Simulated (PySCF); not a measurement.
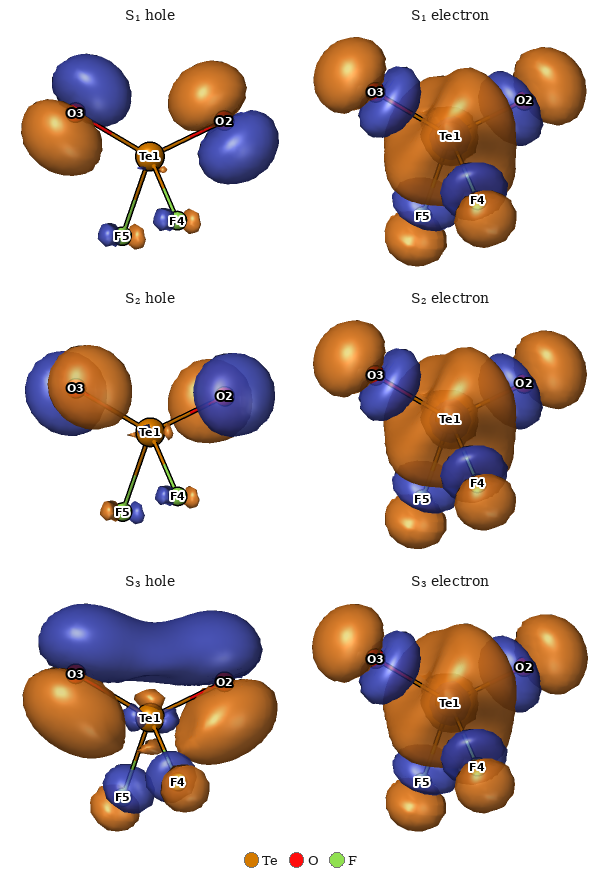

Figure. F₂O₂Te. Leading natural transition orbitals (TDA singlet states).

Method: B3LYP/def2-SVP; geometry: GFN2-xTB; program: PySCF. Core potentials replace the inner electrons of Te; spin–orbit coupling isn't included. No frequency check shows the geometry to be a minimum. GFN2-xTB bond lengths at metals and heavier atoms can be off by up to 0.1 Å and shapes distorted, which carries into these values. Without diffuse functions Rydberg states are missing, so the states' numbers hold for this basis only.

Geometry (Å), atoms numbered from 1:

```
Te1     -0.1463    0.0000    0.0000
O2      -0.9109    1.5396   -0.0003
O3      -0.9095   -1.5408    0.0001
F4       1.2316    0.0006    1.3202
F5       1.2317    0.0002   -1.3202
```

### Describe these excited states.

By state:
- S₁: 4.12 eV (301 nm), f = 0.004; the leading pair carries 99 %; hole on O2 and O3 (43 % each) and Te1 (11 %), electron on Te1 (34 %), O2 and O3 (22 % each) and F4 and F5 (11 % each); their centroids lie 0.6 Å apart.
- S₂: 4.22 eV (294 nm), f = 0.000 (dark); the leading pair carries 100 %; hole on O2 and O3 (43 % each) and Te1 (12 %), electron on Te1 (34 %), O2 and O3 (22 % each) and F4 and F5 (11 % each); their centroids lie 0.6 Å apart.
- S₃: 5.14 eV (241 nm), f = 0.044; the leading pair carries 97 %; hole on O2 and O3 (37 % each) and Te1 (18 %), electron on Te1 (35 %), O2 and O3 (23 % each) and F4 and F5 (10 % each); their centroids lie 0.4 Å apart.
